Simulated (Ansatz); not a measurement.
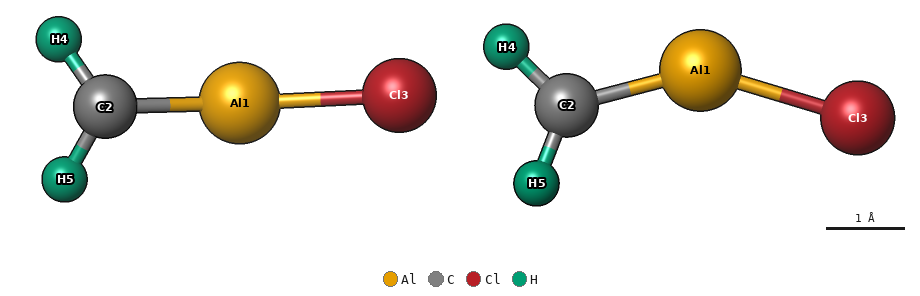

Two geometries of CH$_{2}$AlCl, drawn at one scale. One is the start of a relaxation, the other its converged end. A ball-and-stick model, seen face on.

Theory: RKS PBE0-D4/def2-TZVP (Ansatz). (force threshold 0.005 eV/Å; at most 200 steps)

Q: Which geometry has the lower energy?

A: The left one is the relaxed one. It is one of the separated products of a reaction. The atom that moves furthest after the best rigid fit is Al1 (0.45 Å). Largest moves by element: Al 0.45 Å, Cl 0.30 Å, C 0.20 Å, H 0.19 Å. Among the contacts that change: Al1–Cl3 2.119 → 2.079 Å, Al1–C2 1.789 → 1.809 Å, C2–H5 1.084 → 1.091 Å. Bond angles that change, for instance: Al1–C2–H5 126.1° → 115.7°, C2–Al1–Cl3 148.0° → 155.9°, Al1–C2–H4 120.4° → 115.7°. Over 7 accepted moves (8 points after the start) the energy falls by 32.5 kJ/mol. Largest force component: 1.1 eV/Å at the start, 0.0044 eV/Å at the end. The line search rejected the trial step at point 4 of the run.
